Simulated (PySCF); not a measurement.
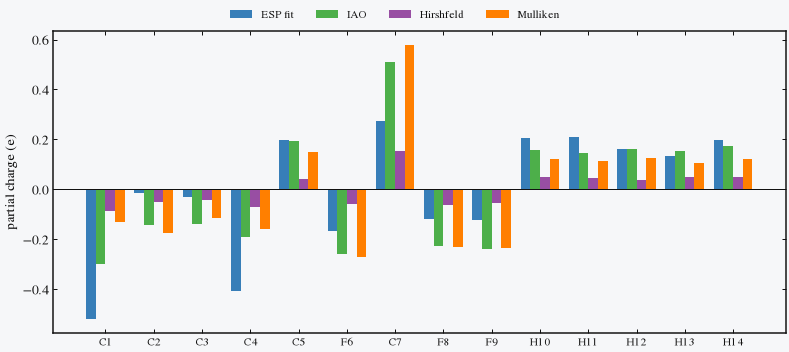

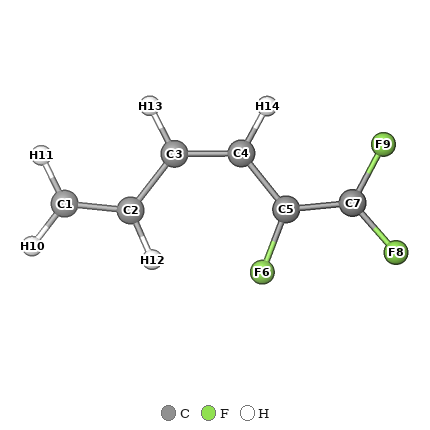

Atomic charges of C₆H₅F₃, SMILES C=C/C=C\C(F)=C(F)F by 4 schemes, PBE0/pcSseg-1 in PySCF, at a GFN2-xTB geometry (no frequency check).

Q: Which atom is the most negative in each scheme?

A: ESP fit: C1 (−0.52 e); IAO: C1 (−0.30 e); Hirshfeld: C1 (−0.09 e); Mulliken: F6 (−0.27 e).

Q: On which atom do the schemes disagree most?

A: On C1 and C7 alike; for C1: ESP fit −0.52, IAO −0.30, Hirshfeld −0.09, Mulliken −0.13 e.

Caveats: the tight-binding geometry is rougher than a DFT one and adds to the error; one conformer of a flexible molecule.
